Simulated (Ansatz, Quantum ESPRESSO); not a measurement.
# DyHSe (P-6m2): modes at Γ and the response to a field

Wanted: the vibrations of DyHSe (P-6m2) at Γ, by two programs.

Calculated with Quantum ESPRESSO 7.5; DFT PBEsol, scalar-relativistic, plane waves, PseudoDojo norm-conserving, 4f in core pseudopotentials.

### 1. Set-up

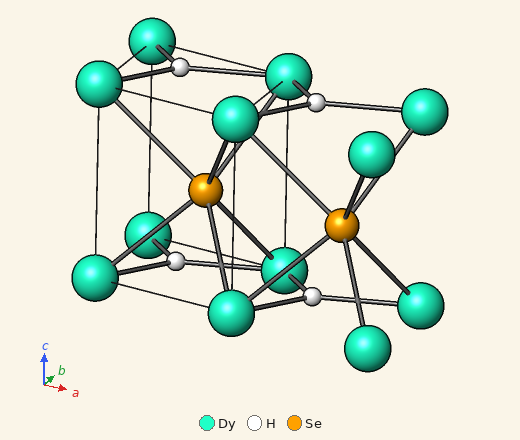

The starting structure, seen slightly off an axis (dysprosium teal, hydrogen white, selenium orange). 2×1×1 cells are drawn. Some periodic images of atoms are drawn too.

Coordinates:

```
CELL_PARAMETERS angstrom
3.82686 0.00000 0.00000
-1.91343 3.31416 0.00000
0.00000 0.00000 3.90631
ATOMIC_POSITIONS crystal
Dy 0.00000 0.00000 0.00000
H 0.33333 0.66667 0.00000
Se 0.66667 0.33333 0.50000
```

### 2. A first look

Before anything dear is run, a loose run with smearing shows whether this is a metal and how far the cell is from rest.

File probe.in:

```
&CONTROL
  calculation = 'scf'
  prefix      = 'x'
  outdir      = './tmp'
  pseudo_dir  = './pseudo'
  tprnfor     = .true.
  tstress     = .true.
  verbosity   = 'high'
/
&SYSTEM
  ibrav       = 4
  celldm(1)   = 7.23171724
  celldm(3)   = 1.02076143
  nat         = 3
  ntyp        = 3
  ecutwfc     = 78.0
  input_dft   = 'pbesol'
  occupations = 'smearing'
  smearing    = 'gaussian'
  degauss     = 0.01
/
&ELECTRONS
  conv_thr         = 1.0d-07
  mixing_beta      = 0.7
  electron_maxstep = 100
/
ATOMIC_SPECIES
 Dy    162.5000  Dy.upf
 H       1.0080  H.upf
 Se     78.9710  Se.upf
ATOMIC_POSITIONS crystal
 Dy     0.000000000   0.000000000   0.000000000
 H      0.333333330   0.666666670   0.000000000
 Se     0.666666670   0.333333330   0.500000000
K_POINTS automatic
 6 6 6 0 0 0
```

Run with:

```
OMP_NUM_THREADS=1 mpirun -n 8 pw.x -nk 8 -in probe.in > probe.out
```

What it wrote:

```text
[banners, grids, parts of the stress and lines that vanish by symmetry left out]
Program PWSCF v.7.5
     IMPORTANT: XC functional enforced from input :
     Exchange-correlation= PBESOL
                           (   1   4  10   8   0   0   0)
[...]
kinetic-energy cutoff     =      78.0000  Ry
     charge density cutoff     =     312.0000  Ry
     scf convergence threshold =      1.0E-07
[...]
Exchange-correlation= PBESOL
                           (   1   4  10   8   0   0   0)
[...]
12 Sym. Ops. (no inversion) found
[...]
(     0          1          0      )
                  (     0          0          1      )
[...]
(  0.0000000  1.0000000  0.0000000 )
                  (  0.0000000  0.0000000  1.0000000 )
[...]
(     1          1          0      )
[...]
(    -1          0          0      )
                  (     0          0          1      )
[...]
( -0.8660254 -0.5000000  0.0000000 )
                  (  0.0000000  0.0000000  1.0000000 )
[...]
number of k points=    28  Gaussian smearing, width (Ry)=  0.0100
[...]
End of self-consistent calculation
[...]
the Fermi energy is    11.7697 ev
!    total energy              =    -330.32203670 Ry
[...]
convergence has been achieved in   6 iterations
[...]
atom    1 type  1   force =     0.00000000    0.00000000    0.00000000
     atom    2 type  2   force =     0.00000000    0.00000000    0.00000000
     atom    3 type  3   force =     0.00000000    0.00000000    0.00000000
[...]
Total force =     0.000000     Total SCF correction =     0.000000
[...]
total   stress  (Ry/bohr**3)                   (kbar)     P=      -36.14
[...]
XML data file, charge density, pseudopotentials, collected wavefunctions

   JOB DONE.
```

It took 4.3 s on 8 MPI ranks of Arm Neoverse V2, shared host; 34 s of CPU time.

This step gave:

```
volume per atom   : 16.51 Å³
pressure          : -3.613 GPa
gap on the k-mesh : 1.381 eV
```

A gap of 1.4 eV opens on this mesh, so the crystal is taken as an insulator; the start stands at -3.6 GPa.

### 3. Relaxing the cell and atoms

The harmonic expansion starts where the forces on the atoms vanish, and stress shifts the frequencies, so cell and atoms are relaxed with tight thresholds.

File relax.in:

```
&CONTROL
  calculation   = 'vc-relax'
  prefix        = 'x'
  outdir        = './tmp'
  pseudo_dir    = './pseudo'
  tprnfor       = .true.
  tstress       = .true.
  forc_conv_thr = 2.0d-05
  etot_conv_thr = 1.0d-07
  nstep         = 40
/
&SYSTEM
  ibrav       = 4
  celldm(1)   = 7.23171724
  celldm(3)   = 1.02076143
  nat         = 3
  ntyp        = 3
  ecutwfc     = 78.0
  input_dft   = 'pbesol'
  occupations = 'fixed'
  nbnd        = 16
/
&ELECTRONS
  conv_thr         = 1.0d-11
  mixing_beta      = 0.7
  electron_maxstep = 100
/
&IONS
/
&CELL
  press_conv_thr = 0.1
/
ATOMIC_SPECIES
 Dy    162.5000  Dy.upf
 H       1.0080  H.upf
 Se     78.9710  Se.upf
ATOMIC_POSITIONS crystal
 Dy     0.000000000   0.000000000   0.000000000
 H      0.333333330   0.666666670   0.000000000
 Se     0.666666670   0.333333330   0.500000000
K_POINTS automatic
 9 9 6 0 0 0
```

Run with:

```
OMP_NUM_THREADS=1 mpirun -n 8 pw.x -nk 8 -in relax.in > relax.out
```

What it wrote:

```text
[banners, grids, parts of the stress and lines that vanish by symmetry left out]
[banner, memory and clock lines left out]
Program PWSCF v.7.5

[...]
Exchange-correlation= PBESOL
                           (   1   4  10   8   0   0   0)
[...]
kinetic-energy cutoff     =      78.0000  Ry
     charge density cutoff     =     312.0000  Ry
     scf convergence threshold =      1.0E-11
[...]
energy convergence thresh.=      1.0E-07
     force convergence thresh. =      2.0E-05
     press convergence thresh. =      1.0E-01
     Exchange-correlation= PBESOL
                           (   1   4  10   8   0   0   0)
[...]
12 Sym. Ops. (no inversion) found
[...]
number of k points=    48
[...]
End of self-consistent calculation
[...]
highest occupied, lowest unoccupied level (ev):    11.0170   12.3996
!    total energy              =    -330.32213961 Ry
[...]
convergence has been achieved in   9 iterations
[...]
atom    1 type  1   force =     0.00000000    0.00000000    0.00000000
     atom    2 type  2   force =     0.00000000    0.00000000    0.00000000
     atom    3 type  3   force =     0.00000000    0.00000000    0.00000000
     Total force =     0.000000     Total SCF correction =     0.000000
[...]
total   stress  (Ry/bohr**3)                   (kbar)     P=      -36.47
[...]
number of bfgs steps    =   0
[...]
CELL_PARAMETERS (alat=  7.23171724)
[...]
ATOMIC_POSITIONS (crystal)
Dy               0.0000000000        0.0000000000        0.0000000000
H                0.3333333300        0.6666666700        0.0000000000
Se               0.6666666700        0.3333333300        0.5000000000
[...]
New effective cutoffs (rho, wfc):  315.99   79.04
[...]
End of self-consistent calculation
[...]
highest occupied, lowest unoccupied level (ev):    11.3015   12.6728
!    total energy              =    -330.32334289 Ry
[...]
convergence has been achieved in   7 iterations
[...]
atom    1 type  1   force =    -0.00000000   -0.00000000    0.00000000
     atom    2 type  2   force =     0.00000000    0.00000000    0.00000000
     atom    3 type  3   force =    -0.00000000   -0.00000000    0.00000000
     Total force =     0.000000     Total SCF correction =     0.000000
[...]
total   stress  (Ry/bohr**3)                   (kbar)     P=      -20.30
[...]
number of bfgs steps    =   1
[...]
CELL_PARAMETERS (alat=  7.23171724)
[...]
ATOMIC_POSITIONS (crystal)
Dy              -0.0000000000       -0.0000000000        0.0000000000
[...]
New effective cutoffs (rho, wfc):  321.08   80.44
[...]
End of self-consistent calculation
[...]
highest occupied, lowest unoccupied level (ev):    11.6612   13.0117
!    total energy              =    -330.32384983 Ry
[...]
convergence has been achieved in   9 iterations
[...]
atom    1 type  1   force =     0.00000000    0.00000000   -0.00000000
     atom    2 type  2   force =    -0.00000000   -0.00000000    0.00000000
     atom    3 type  3   force =     0.00000000    0.00000000    0.00000000
     Total force =     0.000000     Total SCF correction =     0.000000
[...]
total   stress  (Ry/bohr**3)                   (kbar)     P=        1.03
[...]
number of bfgs steps    =   2
[...]
CELL_PARAMETERS (alat=  7.23171724)
[...]
ATOMIC_POSITIONS (crystal)
[...]
New effective cutoffs (rho, wfc):  320.91   80.45
[...]
End of self-consistent calculation
[...]
highest occupied, lowest unoccupied level (ev):    11.6444   12.9866
!    total energy              =    -330.32385259 Ry
[...]
convergence has been achieved in   5 iterations
[...]
atom    1 type  1   force =     0.00000000    0.00000000   -0.00000000
     atom    2 type  2   force =    -0.00000000   -0.00000000    0.00000000
     atom    3 type  3   force =     0.00000000    0.00000000   -0.00000000
     Total force =     0.000000     Total SCF correction =     0.000000
[...]
total   stress  (Ry/bohr**3)                   (kbar)     P=       -0.18
[...]
number of bfgs steps    =   4
[...]
CELL_PARAMETERS (alat=  7.23171724)
[...]
ATOMIC_POSITIONS (crystal)
[...]
New effective cutoffs (rho, wfc):  320.98   80.51
[...]
End of self-consistent calculation
[...]
highest occupied, lowest unoccupied level (ev):    11.6471   12.9836
!    total energy              =    -330.32385298 Ry
[...]
convergence has been achieved in   6 iterations
[...]
atom    1 type  1   force =     0.00000000    0.00000000    0.00000000
     atom    2 type  2   force =     0.00000000    0.00000000   -0.00000000
     atom    3 type  3   force =     0.00000000    0.00000000   -0.00000000
     Total force =     0.000000     Total SCF correction =     0.000000
[...]
total   stress  (Ry/bohr**3)                   (kbar)     P=       -0.12
[...]
number of bfgs steps    =   5
[...]
CELL_PARAMETERS (alat=  7.23171724)
[...]
ATOMIC_POSITIONS (crystal)
[...]
New effective cutoffs (rho, wfc):  321.01   80.52
[...]
End of self-consistent calculation
[...]
highest occupied, lowest unoccupied level (ev):    11.6488   12.9846
!    total energy              =    -330.32385300 Ry
[...]
convergence has been achieved in   5 iterations
[...]
atom    1 type  1   force =     0.00000000    0.00000000   -0.00000000
     atom    2 type  2   force =    -0.00000000   -0.00000000    0.00000000
     atom    3 type  3   force =    -0.00000000   -0.00000000    0.00000000
     Total force =     0.000000     Total SCF correction =     0.000000
[...]
total   stress  (Ry/bohr**3)                   (kbar)     P=       -0.02
[...]
bfgs converged in   7 scf cycles and   6 bfgs steps
[...]
End of BFGS Geometry Optimization
     Final enthalpy           =    -330.3238529971 Ry
     File ./tmp/x.bfgs deleted, as requested
[...]
CELL_PARAMETERS (alat=  7.23171724)
[...]
ATOMIC_POSITIONS (crystal)
[...]
H                0.3333333300        0.6666666700        0.0000000000
Se               0.6666666700        0.3333333300        0.5000000000
[...]
Final scf calculation at the relaxed structure.
[...]
kinetic-energy cutoff     =      78.0000  Ry
     charge density cutoff     =     312.0000  Ry
     scf convergence threshold =      1.0E-13
[...]
press convergence thresh. =      1.0E-01
     Exchange-correlation= PBESOL
                           (   1   4  10   8   0   0   0)
[...]
12 Sym. Ops. (no inversion) found
[...]
number of k points=    48
[...]
c_bands:  1 eigenvalues not converged
[...]
End of self-consistent calculation
[...]
highest occupied, lowest unoccupied level (ev):    11.6488   12.9847
!    total energy              =    -330.32367421 Ry
[...]
convergence has been achieved in  13 iterations
[...]
atom    1 type  1   force =     0.00000000    0.00000000    0.00000000
     atom    2 type  2   force =     0.00000000    0.00000000    0.00000000
     atom    3 type  3   force =     0.00000000    0.00000000   -0.00000000
     Total force =     0.000000     Total SCF correction =     0.000000
[...]
total   stress  (Ry/bohr**3)                   (kbar)     P=       -1.84
[...]
XML data file, charge density, pseudopotentials, collected wavefunctions
```

Elapsed: 43 s, on 8 MPI ranks.

Relaxation path:

```
step  energy less that of the first step (eV)  largest force (eV/Å)  pressure (GPa)  volume (Å³)
   1                                   0.0000                0.0000           -3.65        49.54
   2                                  -0.0164                0.0000           -2.03        48.63
   3                                  -0.0233                0.0000            0.10        47.52
   4                                  -0.0233                0.0000            0.01        47.57
   5                                  -0.0233                0.0000           -0.02        47.58
   6                                  -0.0233                0.0000           -0.01        47.58
   7                                  -0.0233                0.0000            0.00        47.57
   8                                  -0.0209                0.0000           -0.18        47.57
```

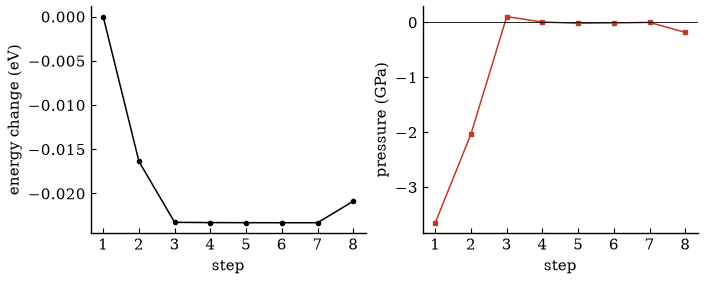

Energy and pressure along the relaxation.

```
conventional cell, symmetrised  before  after  change
                         a (Å)   3.827  3.780  -1.2 %
                         b (Å)   3.827  3.780  -1.2 %
                         c (Å)   3.906  3.844  -1.6 %
              volume (Å³/atom)   16.51  15.86  -4.0 %
```

Final coordinates:

```
CELL_PARAMETERS angstrom
3.78036 0.00000 0.00000
-1.89018 3.27389 0.00000
0.00000 0.00000 3.84371
ATOMIC_POSITIONS crystal
Dy 0.00000 0.00000 0.00000
H 0.33333 0.66667 0.00000
Se 0.66667 0.33333 0.50000
```

The last row of the table of steps is pw.x's closing run on a basis chosen anew for the final cell, so its energy can jump.

Read from the output:

| Quantity | Value |
| --- | --- |
| volume per atom | 15.86 Å³ |
| pressure | -0.1840 GPa |
| gap on the k-mesh | 1.336 eV |

The volume changes by -4.0 % from the cell with which this run began.

### 4. Ground state

Perturbation theory inherits every error of the wavefunctions, so the threshold is set near the limit of the arithmetic. With a gap, occupations are fixed, which also allows the response to an electric field.

File scf.in:

```
&CONTROL
  calculation = 'scf'
  prefix      = 'x'
  outdir      = './tmp'
  pseudo_dir  = './pseudo'
  tprnfor     = .true.
  tstress     = .true.
/
&SYSTEM
  ibrav       = 4
  celldm(1)   = 7.14384168
  celldm(3)   = 1.01675725
  nat         = 3
  ntyp        = 3
  ecutwfc     = 78.0
  input_dft   = 'pbesol'
  occupations = 'fixed'
  nbnd        = 16
/
&ELECTRONS
  conv_thr         = 1.0d-12
  mixing_beta      = 0.7
  electron_maxstep = 100
/
ATOMIC_SPECIES
 Dy    162.5000  Dy.upf
 H       1.0080  H.upf
 Se     78.9710  Se.upf
ATOMIC_POSITIONS crystal
 Dy     0.000000000   0.000000000   0.000000000
 H      0.333333333   0.666666667   0.000000000
 Se     0.666666667   0.333333333   0.500000000
K_POINTS automatic
 9 9 6 0 0 0
```

Run with:

```
OMP_NUM_THREADS=1 mpirun -n 8 pw.x -nk 8 -in scf.in > scf.out
```

What it wrote:

```text
[banners, grids, parts of the stress and lines that vanish by symmetry left out]
[banner, memory and clock lines left out]
Program PWSCF v.7.5

[...]
Exchange-correlation= PBESOL
                           (   1   4  10   8   0   0   0)
[...]
kinetic-energy cutoff     =      78.0000  Ry
     charge density cutoff     =     312.0000  Ry
     scf convergence threshold =      1.0E-12
[...]
Exchange-correlation= PBESOL
                           (   1   4  10   8   0   0   0)
[...]
12 Sym. Ops. (no inversion) found
[...]
number of k points=    48
[...]
End of self-consistent calculation
[...]
highest occupied, lowest unoccupied level (ev):    11.6488   12.9847
!    total energy              =    -330.32367420 Ry
[...]
convergence has been achieved in  11 iterations
[...]
atom    1 type  1   force =     0.00000000    0.00000000    0.00000000
     atom    2 type  2   force =     0.00000000    0.00000000    0.00000000
     atom    3 type  3   force =     0.00000000    0.00000000    0.00000000
     Total force =     0.000000     Total SCF correction =     0.000000
[...]
total   stress  (Ry/bohr**3)                   (kbar)     P=       -1.84
[...]
XML data file, charge density, pseudopotentials, collected wavefunctions
```

Run time: 8.3 s. Hardware: 8 MPI ranks.

The cell stands at -0.18 GPa, close enough for phonons.

[end of part 1 of 3]

[Host names and launcher messages were left out of these logs when they were recorded.]

[Logs are printed without paths, hosts, clocks, repeated set-up lines and the standing remarks that a program may print on its own settings, such as how far it seeks lower states.]

[Hosts, paths, dates, database ids (printed as entryN), source tags and the programs' standing remarks are cut or masked in the printed files.]
